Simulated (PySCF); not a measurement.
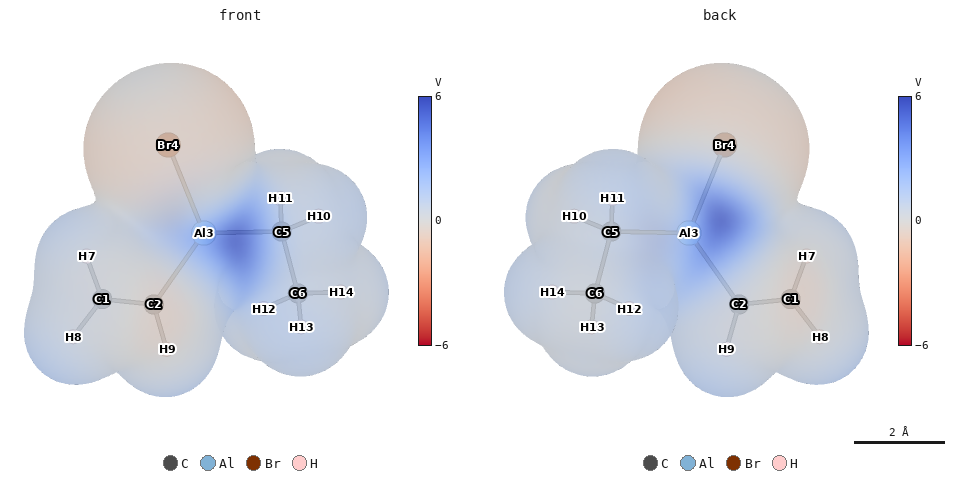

C₄H₈AlBr (SMILES C=[CH][Al]([Br])[CH2]C). The electrostatic potential painted on the density surface at 0.004 e/bohr³, seen from the front and from behind; the colour scale runs from red (negative) to blue (positive).

Geometry: GFN2-xTB.

The calculation used CAM-B3LYP/def2-SVPD, SCF density, gas phase in PySCF.

| atom | x (Å) | y (Å) | z (Å) |
| --- | --- | --- | --- |
| C | 2.9684 | 0.2529 | 0.2679 |
| C | 1.6685 | 0.5354 | 0.3709 |
| Al | 0.3153 | -0.9004 | 0.2212 |
| Br | 1.1370 | -2.9917 | -0.0949 |
| C | -1.6690 | -0.6789 | 0.3247 |
| C | -2.0821 | 0.7978 | 0.4384 |
| H | 3.3184 | -0.7591 | 0.1013 |
| H | 3.7475 | 1.0010 | 0.3417 |
| H | 1.3947 | 1.5784 | 0.5370 |
| H | -2.0852 | -1.2313 | 1.1825 |
| H | -2.1647 | -1.1236 | -0.5535 |
| H | -1.7457 | 1.3613 | -0.4317 |
| H | -1.6385 | 1.2574 | 1.3214 |
| H | -3.1651 | 0.9003 | 0.5109 |

Q: Which sites attract a positive test charge, and which a negative one?

A: A positive charge is drawn to the negative regions and a negative charge to the positive ones. The most negative region (about −0.6 V, or −14 kcal/mol for a unit charge) lies over Br4, the most positive (about +4.9 V, or +113 kcal/mol for a unit charge) over Al3.
